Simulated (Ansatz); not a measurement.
# C₄H₈F₂: one species, many methods

Aim: compute C₄H₈F₂ with functionals from several rungs and with coupled cluster. The yardstick is the atomisation energy at the CCSD(T) limit.

The runs use Ansatz 0.2.0, Gaussian basis; functionals in def2-TZVPP, the program's frozen cores in correlated methods.

The runs, in order: LDA (SPW92), PBE-D4, revPBE-D4, BLYP-D4, r2SCAN-D4, B97M-V, PBE0-D4, B3LYP-D4, r2SCANh-D4, r2SCAN0-D4, HSE06-D4, BHLYP-D4, CAM-B3LYP-D4, LC-ωPBE, ωB97X-V, ωB97M-V, B2PLYP, PBE-QIDH; CCSD(T)/def2-SVP; CCSD(T)/def2-TZVPP; MP2/def2-QZVPP; extrapolation to the limit; RPA on PBE.

## Step 1: The relaxed structure

All runs share one geometry, relaxed beforehand with PBE0-D4 in a triple-zeta def2 set.

SMILES `CC(CF)CF`, 14 atoms, charge 0, spin multiplicity 1.

Atoms are counted from 1 here; the program's logs count them from 0.

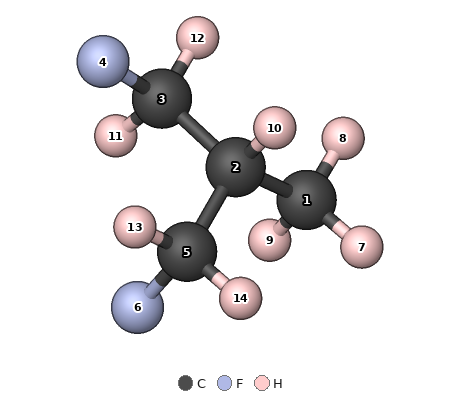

The geometry (carbon dark grey, fluorine light blue, hydrogen pink); atoms are numbered from 1 in the order of the file.

## Step 2: LDA

This LDA is Slater exchange with PW92 correlation.

Input file in.yaml:

```yaml
crystal:
  periodic: [false, false, false]
  atoms:
    - {symbol: C, position_ang: [-0.541498, -1.044867, -0.879613]}
    - {symbol: C, position_ang: [-0.253031, -0.125206, 0.297920]}
    - {symbol: C, position_ang: [1.182567, -0.285556, 0.750219]}
    - {symbol: F, position_ang: [1.412192, 0.453492, 1.898979]}
    - {symbol: C, position_ang: [-0.568457, 1.320073, -0.022073]}
    - {symbol: F, position_ang: [0.181756, 1.748066, -1.107698]}
    - {symbol: H, position_ang: [-1.586671, -0.965989, -1.186026]}
    - {symbol: H, position_ang: [-0.345788, -2.088461, -0.623416]}
    - {symbol: H, position_ang: [0.077694, -0.783132, -1.740087]}
    - {symbol: H, position_ang: [-0.897376, -0.401381, 1.142181]}
    - {symbol: H, position_ang: [1.876397, 0.067413, -0.018446]}
    - {symbol: H, position_ang: [1.402572, -1.332454, 0.979061]}
    - {symbol: H, position_ang: [-0.329077, 1.970846, 0.822358]}
    - {symbol: H, position_ang: [-1.624279, 1.437855, -0.284558]}
basis:
  gaussian: {orbitals: def2-TZVPP}
hamiltonian: {xc: lda}
output: {orbitals: {seedname: orbitals}}
```

On the command line:

```
> ansatz run in.yaml --threads 4 --pin off --events-out ev --progress --plain --max-ram 11315MiB
```

Output (excerpt; [...] marks lines left out):

```text
Functional definition: SPW92
  name "SPW92"
  cite "Dirac, Proc. Camb. Phil. Soc. 26, 376 (1930) doi:10.1017/S0305004100016108"
  cite "Slater, Phys. Rev. 81, 385 (1951) doi:10.1103/PhysRev.81.385"
  cite "Perdew & Wang, Phys. Rev. B 45, 13244 (1992) doi:10.1103/PhysRevB.45.13244"
[...]
1504 factors; their error is unknown
[...]
mean field -9641.42268130 eV, -354.3157483468 hartree, gradient 4.4e-5 eV, S^2 0.000000; 0 other end points of the search recorded, 0 dependent functions left out
reference -9641.42271981 eV, -354.3157497619 hartree; 25, 25 occupied and 273, 273 virtual orbitals, 1504 factors
Total energy: -9641.42271981 eV, -354.3157497619 hartree
```

It took 1.8 s on 4 threads of Arm Neoverse V1, shared host; peak memory 0.4 GiB.

With the free atoms at this level, -9575.637 eV in sum, the atomisation energy is 6347.3 kJ/mol. HOMO -7.70 eV, LUMO 0.09 eV.

## Step 3: PBE-D4 (GGA)

Changes to in.yaml since step 2:

```diff
@@ -19,3 +19,3 @@
   gaussian: {orbitals: def2-TZVPP}
-hamiltonian: {xc: lda}
-output: {orbitals: {seedname: orbitals}}
+hamiltonian: {xc: pbe, dispersion: d4}
+output: {forces: true, orbitals: {seedname: orbitals}}
```

Same command.

Output (excerpt; [...] marks lines left out):

```text
Functional definition: PBE
  name "PBE"
  cite "Perdew, Burke & Ernzerhof, Phys. Rev. Lett. 77, 3865 (1996) doi:10.1103/PhysRevLett.77.3865"
  parent pbe
[...]
1504 factors; their error is unknown
[...]
mean field -9705.21066603 eV, -356.6599135486 hartree, gradient 6.7e-6 eV, S^2 0.000000; 0 other end points of the search recorded, 0 dependent functions left out
[...]
Atom 10 at     1.876397     0.067413    -0.018446 Å, force     0.159016     0.062146    -0.195719 eV/Å
Atom 11 at     1.402572    -1.332454     0.979061 Å, force     0.054938    -0.252902     0.026707 eV/Å
Atom 12 at    -0.329077     1.970846     0.822358 Å, force     0.036698     0.147811     0.210252 eV/Å
Atom 13 at    -1.624279     1.437855    -0.284558 Å, force    -0.256745     0.024996    -0.038104 eV/Å
Dipole moment:    -0.268951    -0.316339    -0.034285 e Å
```

It took 3.6 s on 4 threads of Arm Neoverse V1, shared host; peak memory 0.41 GiB.

Atomisation energy: 5645.0 kJ/mol (free atoms -9646.955 eV, run apart). HOMO -7.56 eV, LUMO 0.27 eV.

## Step 4: revPBE-D4 (GGA)

Changes to in.yaml since step 3:

```diff
@@ -19,3 +19,3 @@
   gaussian: {orbitals: def2-TZVPP}
-hamiltonian: {xc: pbe, dispersion: d4}
-output: {forces: true, orbitals: {seedname: orbitals}}
+hamiltonian: {xc: {name: revPBE}, dispersion: d4}
+output: {orbitals: {seedname: orbitals}}
```

Launched as before.

Output (excerpt; [...] marks lines left out):

```text
Functional definition: revPBE
  name "revPBE"
  cite "Zhang & Yang, Phys. Rev. Lett. 80, 890 (1998) doi:10.1103/PhysRevLett.80.890"
  cite "Perdew, Burke & Ernzerhof, Phys. Rev. Lett. 77, 3865 (1996) doi:10.1103/PhysRevLett.77.3865"
[...]
1504 factors; their error is unknown
[...]
mean field -9713.08101874 eV, -356.9491436760 hartree, gradient 4.9e-5 eV, S^2 0.000000; 0 other end points of the search recorded, 0 dependent functions left out
reference -9713.08107196 eV, -356.9491456316 hartree; 25, 25 occupied and 273, 273 virtual orbitals, 1504 factors
Total energy: -9713.96180971 eV, -356.9815121471 hartree
```

Wall time 2.7 s (4 threads of Arm Neoverse V1, shared host); peak memory 0.41 GiB.

Atomisation energy: 5504.2 kJ/mol (free atoms -9656.915 eV, run apart). HOMO -7.49 eV, LUMO 0.36 eV.

## Step 5: BLYP-D4 (GGA)

Changes to in.yaml since step 4:

```diff
@@ -19,3 +19,3 @@
   gaussian: {orbitals: def2-TZVPP}
-hamiltonian: {xc: {name: revPBE}, dispersion: d4}
+hamiltonian: {xc: {name: BLYP}, dispersion: d4}
 output: {orbitals: {seedname: orbitals}}
```

Launched as before.

Output (excerpt; [...] marks lines left out):

```text
Functional definition: BLYP
  name "BLYP"
  cite "Becke, Phys. Rev. A 38, 3098 (1988) doi:10.1103/PhysRevA.38.3098"
  cite "Lee, Yang & Parr, Phys. Rev. B 37, 785 (1988) doi:10.1103/PhysRevB.37.785"
[...]
1504 factors; their error is unknown
[...]
mean field -9713.46271686 eV, -356.9631708233 hartree, gradient 6.5e-5 eV, S^2 0.000000; 0 other end points of the search recorded, 0 dependent functions left out
reference -9713.46309374 eV, -356.9631846732 hartree; 25, 25 occupied and 273, 273 virtual orbitals, 1504 factors
Total energy: -9714.02478400 eV, -356.9838264096 hartree
```

Wall time 2.8 s (4 threads of Arm Neoverse V1, shared host); peak memory 0.41 GiB.

Atomisation energy: 5501.6 kJ/mol (free atoms -9657.005 eV, run apart). HOMO -7.51 eV, LUMO 0.26 eV.

## Step 6: r2SCAN-D4 (meta-GGA)

Changes to in.yaml since step 5:

```diff
@@ -19,3 +19,3 @@
   gaussian: {orbitals: def2-TZVPP}
-hamiltonian: {xc: {name: BLYP}, dispersion: d4}
-output: {orbitals: {seedname: orbitals}}
+hamiltonian: {xc: r2scan, dispersion: d4}
+output: {forces: true, orbitals: {seedname: orbitals}}
```

Launched as before.

Output (excerpt; [...] marks lines left out):

```text
Functional definition: r2SCAN
  name "r2SCAN"
  cite "Furness, Kaplan, Ning, Perdew & Sun, J. Phys. Chem. Lett. 11, 8208 (2020) doi:10.1021/acs.jpclett.0c02405"
  cite "Furness, Kaplan, Ning, Perdew & Sun, J. Phys. Chem. Lett. 11, 9248 (2020) doi:10.1021/acs.jpclett.0c03077"
  parent r2scan
[...]
1504 factors; their error is unknown
[...]
Atom 10 at     1.876397     0.067413    -0.018446 Å, force     0.004111     0.007974    -0.014016 eV/Å
Atom 11 at     1.402572    -1.332454     0.979061 Å, force     0.003604    -0.008348     0.000889 eV/Å
Atom 12 at    -0.329077     1.970846     0.822358 Å, force     0.007415     0.006562     0.004576 eV/Å
Atom 13 at    -1.624279     1.437855    -0.284558 Å, force    -0.007732     0.001036    -0.007285 eV/Å
Dipole moment:    -0.280155    -0.330151    -0.037128 e Å
```

Wall time 6.5 s (4 threads of Arm Neoverse V1, shared host); peak memory 0.44 GiB.

With the free atoms at this level, -9654.229 eV in sum, the atomisation energy is 5529.8 kJ/mol. HOMO -7.90 eV, LUMO 0.99 eV.

## Step 7: B97M-V (meta-GGA)

Changes to in.yaml since step 6:

```diff
@@ -19,3 +19,3 @@
   gaussian: {orbitals: def2-TZVPP}
-hamiltonian: {xc: r2scan, dispersion: d4}
-output: {forces: true, orbitals: {seedname: orbitals}}
+hamiltonian: {xc: {name: B97M-V}}
+output: {orbitals: {seedname: orbitals}}
```

The command is unchanged.

Output (excerpt; [...] marks lines left out):

```text
Functional definition: B97M-V
  name "B97M-V"
  cite "Mardirossian & Head-Gordon, J. Chem. Phys. 142, 074111 (2015) doi:10.1063/1.4907719"
  cite "Becke, J. Chem. Phys. 107, 8554 (1997) doi:10.1063/1.475007"
  cite "Vydrov & Van Voorhis, J. Chem. Phys. 133, 244103 (2010) doi:10.1063/1.3521275"
  # Of w^i u^j: cxij and so on, Table III.
[...]
  gx(w, u) = cx00 + cx01*u + cx02*u^2 + (cx10 + cx11*u)*w
[...]
  gos(w, u) = cos00 + cos01*u + cos03*u^3 + cos10*w + cos32*w^3*u^2
[...]
      + integral(e_c_pw_mod_opposite_spin*gos(b97_w_opposite, b97_u_opposite)) + vv10(b, c)
1504 factors; their error is unknown
[...]
mean field -9714.54545903 eV, -357.0029608638 hartree, gradient 4.9e-5 eV, S^2 0.000000; 0 other end points of the search recorded, 0 dependent functions left out
reference -9714.54551653 eV, -357.0029629770 hartree; 25, 25 occupied and 273, 273 virtual orbitals, 1504 factors
Total energy: -9714.54551653 eV, -357.0029629770 hartree
```

Run time: 13 s. Hardware: 4 threads of Arm Neoverse V1, shared host; peak memory 0.51 GiB.

Atomisation energy: 5516.9 kJ/mol (free atoms -9657.367 eV, run apart). HOMO -8.09 eV, LUMO 0.43 eV.

## Step 8: PBE0-D4 (hybrid)

Changes to in.yaml since step 7:

```diff
@@ -19,3 +19,3 @@
   gaussian: {orbitals: def2-TZVPP}
-hamiltonian: {xc: {name: B97M-V}}
+hamiltonian: {xc: pbe0, dispersion: d4}
 output: {orbitals: {seedname: orbitals}}
```

Its log isn't repeated here (it stands with the study of this molecule's fields); it ends on a total energy of -9706.172691 eV.

With the free atoms at this level, -9648.671 eV in sum, the atomisation energy is 5548.0 kJ/mol. HOMO -9.17 eV, LUMO 1.10 eV.

## Step 9: B3LYP-D4 (hybrid)

B3LYP here takes the VWN-RPA correlation.

Changes to in.yaml since step 8:

```diff
@@ -19,3 +19,3 @@
   gaussian: {orbitals: def2-TZVPP}
-hamiltonian: {xc: pbe0, dispersion: d4}
-output: {orbitals: {seedname: orbitals}}
+hamiltonian: {xc: {name: B3LYP}, dispersion: d4}
+output: {forces: true, orbitals: {seedname: orbitals}}
```

Launched as before.

Output (excerpt; [...] marks lines left out):

```text
Functional definition: B3LYP
  name "B3LYP"
  cite "Stephens, Devlin, Chabalowski & Frisch, J. Phys. Chem. 98, 11623 (1994) doi:10.1021/j100096a001"
  cite "Becke, Phys. Rev. A 38, 3098 (1988) doi:10.1103/PhysRevA.38.3098"
  cite "Lee, Yang & Parr, Phys. Rev. B 37, 785 (1988) doi:10.1103/PhysRevB.37.785"
  cite "Vosko, Wilk & Nusair, Can. J. Phys. 58, 1200 (1980) doi:10.1139/p80-159"
[...]
1504 factors; their error is unknown
[...]
Atom 10 at     1.876397     0.067413    -0.018446 Å, force    -0.030516    -0.031521     0.060033 eV/Å
Atom 11 at     1.402572    -1.332454     0.979061 Å, force     0.001225     0.068927    -0.012136 eV/Å
Atom 12 at    -0.329077     1.970846     0.822358 Å, force    -0.027713    -0.030132    -0.065438 eV/Å
Atom 13 at    -1.624279     1.437855    -0.284558 Å, force     0.064992     0.006587     0.018422 eV/Å
Dipole moment:    -0.286547    -0.337753    -0.036210 e Å
```

Wall time 7 s (4 threads of Arm Neoverse V1, shared host); peak memory 0.96 GiB.

With the free atoms at this level, -9659.918 eV in sum, the atomisation energy is 5511.9 kJ/mol. HOMO -8.97 eV, LUMO 0.75 eV.

## Step 10: r2SCANh-D4 (hybrid)

Changes to in.yaml since step 9:

```diff
@@ -19,3 +19,3 @@
   gaussian: {orbitals: def2-TZVPP}
-hamiltonian: {xc: {name: B3LYP}, dispersion: d4}
-output: {forces: true, orbitals: {seedname: orbitals}}
+hamiltonian: {xc: {name: r2SCANh}, dispersion: d4}
+output: {orbitals: {seedname: orbitals}}
```

The command is unchanged.

Output (excerpt; [...] marks lines left out):

```text
Functional definition: r2SCANh
  name "r2SCANh"
  cite "Bursch, Neugebauer, Ehlert & Grimme, J. Chem. Phys. 156, 134105 (2022) doi:10.1063/5.0086040"
  cite "Furness, Kaplan, Ning, Perdew & Sun, J. Phys. Chem. Lett. 11, 8208 (2020) doi:10.1021/acs.jpclett.0c02405"
  cite "Furness, Kaplan, Ning, Perdew & Sun, J. Phys. Chem. Lett. 11, 9248 (2020) doi:10.1021/acs.jpclett.0c03077"
  parent r2scan
[...]
1504 factors; their error is unknown
[...]
mean field -9711.04167727 eV, -356.8741992593 hartree, gradient 2.7e-5 eV, S^2 0.000000; 0 other end points of the search recorded, 0 dependent functions left out
reference -9711.04168787 eV, -356.8741996486 hartree; 25, 25 occupied and 273, 273 virtual orbitals, 1504 factors
Total energy: -9711.10892086 eV, -356.8766704156 hartree
```

It took 7 s on 4 threads of Arm Neoverse V1, shared host; peak memory 0.81 GiB.

Atomisation energy: 5498.4 kJ/mol (free atoms -9654.122 eV, run apart). HOMO -8.51 eV, LUMO 1.25 eV.

## Step 11: r2SCAN0-D4 (hybrid)

Changes to in.yaml since step 10:

```diff
@@ -19,3 +19,3 @@
   gaussian: {orbitals: def2-TZVPP}
-hamiltonian: {xc: {name: r2SCANh}, dispersion: d4}
+hamiltonian: {xc: {name: r2SCAN0}, dispersion: d4}
 output: {orbitals: {seedname: orbitals}}
```

Same command.

Output (excerpt; [...] marks lines left out):

```text
Functional definition: r2SCAN0
  name "r2SCAN0"
  cite "Bursch, Neugebauer, Ehlert & Grimme, J. Chem. Phys. 156, 134105 (2022) doi:10.1063/5.0086040"
  cite "Furness, Kaplan, Ning, Perdew & Sun, J. Phys. Chem. Lett. 11, 8208 (2020) doi:10.1021/acs.jpclett.0c02405"
  cite "Furness, Kaplan, Ning, Perdew & Sun, J. Phys. Chem. Lett. 11, 9248 (2020) doi:10.1021/acs.jpclett.0c03077"
  parent r2scan
[...]
1504 factors; their error is unknown
[...]
mean field -9710.42659240 eV, -356.8515953070 hartree, gradient 3.1e-5 eV, S^2 0.000000; 0 other end points of the search recorded, 0 dependent functions left out
reference -9710.42660154 eV, -356.8515956432 hartree; 25, 25 occupied and 273, 273 virtual orbitals, 1504 factors
Total energy: -9710.50014008 eV, -356.8542981345 hartree
```

Run time: 6.5 s. Hardware: 4 threads of Arm Neoverse V1, shared host; peak memory 0.81 GiB.

With the free atoms at this level, -9653.976 eV in sum, the atomisation energy is 5453.7 kJ/mol. HOMO -9.40 eV, LUMO 1.60 eV.

## Step 12: HSE06-D4 (hybrid)

HSE06 is the plane-wave form, built on full-range PBE exchange.

Changes to in.yaml since step 11:

```diff
@@ -19,3 +19,3 @@
   gaussian: {orbitals: def2-TZVPP}
-hamiltonian: {xc: {name: r2SCAN0}, dispersion: d4}
+hamiltonian: {xc: hse06, dispersion: d4}
 output: {orbitals: {seedname: orbitals}}
```

The command is unchanged.

Output (excerpt; [...] marks lines left out):

```text
Functional definition: HSE06
  name "HSE06"
  cite "Heyd, Scuseria & Ernzerhof, J. Chem. Phys. 118, 8207 (2003) doi:10.1063/1.1564060"
  cite "Krukau, Vydrov, Izmaylov & Scuseria, J. Chem. Phys. 125, 224106 (2006) doi:10.1063/1.2404663"
  cite "Heyd & Scuseria, J. Chem. Phys. 120, 7274 (2004) doi:10.1063/1.1668634"
  cite "Ernzerhof & Perdew, J. Chem. Phys. 109, 3313 (1998) doi:10.1063/1.476928"
[...]
1504 factors; their error is unknown
115 factors; integrals over basis functions are off by at most 2.8e-7 eV
[...]
mean field -9705.47824384 eV, -356.6697468519 hartree, gradient 3.0e-5 eV, S^2 0.000000; 0 other end points of the search recorded, 0 dependent functions left out
reference -9705.47828447 eV, -356.6697483447 hartree; 25, 25 occupied and 273, 273 virtual orbitals, 1504 factors
Total energy: -9705.67021493 eV, -356.6768016592 hartree
```

It took 4.5 s on 4 threads of Arm Neoverse V1, shared host; peak memory 0.83 GiB.

Atomisation energy: 5551.9 kJ/mol (free atoms -9648.129 eV, run apart). HOMO -8.77 eV, LUMO 0.73 eV.

## Step 13: BHLYP-D4 (hybrid)

Changes to in.yaml since step 12:

```diff
@@ -19,3 +19,3 @@
   gaussian: {orbitals: def2-TZVPP}
-hamiltonian: {xc: hse06, dispersion: d4}
+hamiltonian: {xc: {name: BHLYP}, dispersion: d4}
 output: {orbitals: {seedname: orbitals}}
```

The command is unchanged.

Output (excerpt; [...] marks lines left out):

```text
Functional definition: BHLYP
  name "BHLYP"
  cite "Becke, J. Chem. Phys. 98, 1372 (1993) doi:10.1063/1.464304"
  cite "Becke, Phys. Rev. A 38, 3098 (1988) doi:10.1103/PhysRevA.38.3098"
  cite "Lee, Yang & Parr, Phys. Rev. B 37, 785 (1988) doi:10.1103/PhysRevB.37.785"
[...]
1706 factors; their error is unknown
[...]
mean field -9711.70273923 eV, -356.8984928381 hartree, gradient 2.5e-5 eV, S^2 0.000000; 0 other end points of the search recorded, 0 dependent functions left out
reference -9711.70292084 eV, -356.8984995121 hartree; 25, 25 occupied and 273, 273 virtual orbitals, 1706 factors
Total energy: -9711.96918443 eV, -356.9082845187 hartree
```

Wall time 4.2 s (4 threads of Arm Neoverse V1, shared host); peak memory 0.82 GiB.

With the free atoms at this level, -9656.468 eV in sum, the atomisation energy is 5355.0 kJ/mol. HOMO -10.74 eV, LUMO 1.69 eV.

## Step 14: CAM-B3LYP-D4 (range-separated)

Changes to in.yaml since step 13:

```diff
@@ -19,3 +19,3 @@
   gaussian: {orbitals: def2-TZVPP}
-hamiltonian: {xc: {name: BHLYP}, dispersion: d4}
+hamiltonian: {xc: {name: CAM-B3LYP}, dispersion: d4}
 output: {orbitals: {seedname: orbitals}}
```

The command is unchanged.

Output (excerpt; [...] marks lines left out):

```text
Functional definition: CAM-B3LYP
  name "CAM-B3LYP"
  cite "Yanai, Tew & Handy, Chem. Phys. Lett. 393, 51 (2004) doi:10.1016/j.cplett.2004.06.011"
  cite "Iikura, Tsuneda, Yanai & Hirao, J. Chem. Phys. 115, 3540 (2001) doi:10.1063/1.1383587"
  cite "Becke, Phys. Rev. A 38, 3098 (1988) doi:10.1103/PhysRevA.38.3098"
  cite "Lee, Yang & Parr, Phys. Rev. B 37, 785 (1988) doi:10.1103/PhysRevB.37.785"
[...]
  # Exact exchange under (alpha + beta erf(omega r))/r, Becke's under what is left of 1/r.
[...]
1504 factors; their error is unknown
378 factors; integrals over basis functions are off by at most 8.1e-6 eV
[...]
mean field -9712.79842449 eV, -356.9387585288 hartree, gradient 2.6e-5 eV, S^2 0.000000; 0 other end points of the search recorded, 0 dependent functions left out
reference -9712.79855775 eV, -356.9387634261 hartree; 25, 25 occupied and 273, 273 virtual orbitals, 1504 factors
Total energy: -9713.00555683 eV, -356.9463705020 hartree
```

Run time: 4.9 s. Hardware: 4 threads of Arm Neoverse V1, shared host; peak memory 0.91 GiB.

Atomisation energy: 5550.6 kJ/mol (free atoms -9655.478 eV, run apart). HOMO -10.67 eV, LUMO 1.85 eV.

## Step 15: LC-ωPBE (range-separated)

Changes to in.yaml since step 14:

```diff
@@ -19,3 +19,3 @@
   gaussian: {orbitals: def2-TZVPP}
-hamiltonian: {xc: {name: CAM-B3LYP}, dispersion: d4}
+hamiltonian: {xc: {name: LC-wPBE}}
 output: {orbitals: {seedname: orbitals}}
```

Same command.

Output (excerpt; [...] marks lines left out):

```text
Functional definition: LC-wPBE
  name "LC-wPBE"
  cite "Vydrov & Scuseria, J. Chem. Phys. 125, 234109 (2006) doi:10.1063/1.2409292"
  cite "Heyd & Scuseria, J. Chem. Phys. 120, 7274 (2004) doi:10.1063/1.1668634"
  cite "Ernzerhof & Perdew, J. Chem. Phys. 109, 3313 (1998) doi:10.1063/1.476928"
  cite "Perdew, Burke & Ernzerhof, Phys. Rev. Lett. 77, 3865 (1996) doi:10.1103/PhysRevLett.77.3865"
  parent pbe
[...]
1504 factors; their error is unknown
470 factors; integrals over basis functions are off by at most 1.8e-5 eV
[...]
mean field -9710.98239292 eV, -356.8720205996 hartree, gradient 5.0e-5 eV, S^2 0.000000; 0 other end points of the search recorded, 0 dependent functions left out
reference -9710.98239293 eV, -356.8720205999 hartree; 25, 25 occupied and 273, 273 virtual orbitals, 1504 factors
Total energy: -9710.98239293 eV, -356.8720205999 hartree
```

Run time: 3.4 s. Hardware: 4 threads of Arm Neoverse V1, shared host; peak memory 0.61 GiB.

Atomisation energy: 5527.7 kJ/mol (free atoms -9653.691 eV, run apart). HOMO -11.96 eV, LUMO 3.18 eV.

## Step 16: ωB97X-V (range-separated)

Changes to in.yaml since step 15:

```diff
@@ -19,3 +19,3 @@
   gaussian: {orbitals: def2-TZVPP}
-hamiltonian: {xc: {name: LC-wPBE}}
+hamiltonian: {xc: {name: wB97X-V}}
 output: {orbitals: {seedname: orbitals}}
```

Launched as before.

Output (excerpt; [...] marks lines left out):

```text
Functional definition: wB97X-V
  name "wB97X-V"
  cite "Mardirossian & Head-Gordon, Phys. Chem. Chem. Phys. 16, 9904 (2014) doi:10.1039/C3CP54374A"
  cite "Becke, J. Chem. Phys. 107, 8554 (1997) doi:10.1063/1.475007"
  cite "Vydrov & Van Voorhis, J. Chem. Phys. 133, 244103 (2010) doi:10.1063/1.3521275"
[...]
      + integral(e_c_pw_opposite_spin*poly(b97_u_opposite, cos0, cos1)) + vv10(b, c)
1504 factors; their error is unknown
378 factors; integrals over basis functions are off by at most 8.1e-6 eV
[...]
mean field -9713.48826425 eV, -356.9641096724 hartree, gradient 4.7e-5 eV, S^2 0.000000; 0 other end points of the search recorded, 0 dependent functions left out
reference -9713.48826233 eV, -356.9641096017 hartree; 25, 25 occupied and 273, 273 virtual orbitals, 1504 factors
Total energy: -9713.48826233 eV, -356.9641096017 hartree
```

Wall time 9.5 s (4 threads of Arm Neoverse V1, shared host); peak memory 0.97 GiB.

Atomisation energy: 5528.0 kJ/mol (free atoms -9656.194 eV, run apart). HOMO -11.64 eV, LUMO 2.97 eV.

## Step 17: ωB97M-V (range-separated)

Changes to in.yaml since step 16:

```diff
@@ -19,3 +19,3 @@
   gaussian: {orbitals: def2-TZVPP}
-hamiltonian: {xc: {name: wB97X-V}}
-output: {orbitals: {seedname: orbitals}}
+hamiltonian: {xc: {name: wB97M-V}}
+output: {forces: true, orbitals: {seedname: orbitals}}
```

The command is unchanged.

Output (excerpt; [...] marks lines left out):

```text
Functional definition: wB97M-V
  name "wB97M-V"
  cite "Mardirossian & Head-Gordon, J. Chem. Phys. 144, 214110 (2016) doi:10.1063/1.4952647"
  cite "Becke, J. Chem. Phys. 107, 8554 (1997) doi:10.1063/1.475007"
  cite "Vydrov & Van Voorhis, J. Chem. Phys. 133, 244103 (2010) doi:10.1063/1.3521275"
  # Of w^i u^j: cxij and so on, Table III.
[...]
  gx(w, u) = 1 - cx + cx01*u + cx10*w
[...]
Atom 10 at     1.876397     0.067413    -0.018446 Å, force    -0.058354    -0.026547     0.056945 eV/Å
Atom 11 at     1.402572    -1.332454     0.979061 Å, force    -0.019554     0.087922    -0.025327 eV/Å
Atom 12 at    -0.329077     1.970846     0.822358 Å, force    -0.020199    -0.055505    -0.073645 eV/Å
Atom 13 at    -1.624279     1.437855    -0.284558 Å, force     0.089932    -0.011837     0.021613 eV/Å
Dipole moment:    -0.285227    -0.335617    -0.036106 e Å
```

Run time: 15 s. Hardware: 4 threads of Arm Neoverse V1, shared host; peak memory 1.2 GiB.

Atomisation energy: 5531.8 kJ/mol (free atoms -9655.388 eV, run apart). HOMO -11.55 eV, LUMO 2.55 eV.

[end of part 1 of 2]
